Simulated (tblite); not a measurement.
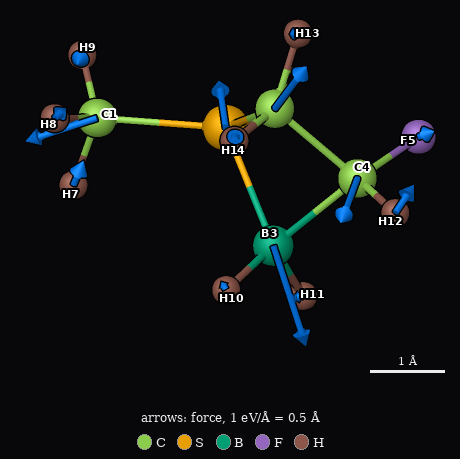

Starting geometry of C$_{3}$H$_{8}$BFS with the computed forces as blue arrows. The picture is a ball-and-stick view, seen at a tilt.

These are results of GFN2-xTB geometry optimisation, gas phase in tblite 0.8.0, not measurements. 

### What follows when this structure is relaxed?

It isn't relaxed: the largest force vector, on the B atom, is 3.15 eV/Å. The final displacements have little in common with the starting forces (cosine between the two patterns 0.12). After 107 geometry steps the energy has fallen by 1.238 eV. The atom that moves furthest after the best rigid fit is the F atom (1.86 Å). By element the largest moves are F 1.86 Å, H 1.75 Å, C 0.73 Å, S 0.50 Å, B 0.45 Å. Among the contacts that change: B–S 1.826 → 2.039 Å, C–S 1.763 → 1.827 Å, C–H 1.124 → 1.085 Å, B–C 1.601 → 1.635 Å. Among the angles between lasting bonds that change: C–S–C 117.7° → 99.5°, C–S–B 116.9° → 101.0°, S–C–C 86.9° → 98.8°. Groups turn about C–S by about 65°, C–C by about 60°, B–S by about 60°. The run took 0.94 s on 1 thread of Arm Neoverse N1 (shared host).
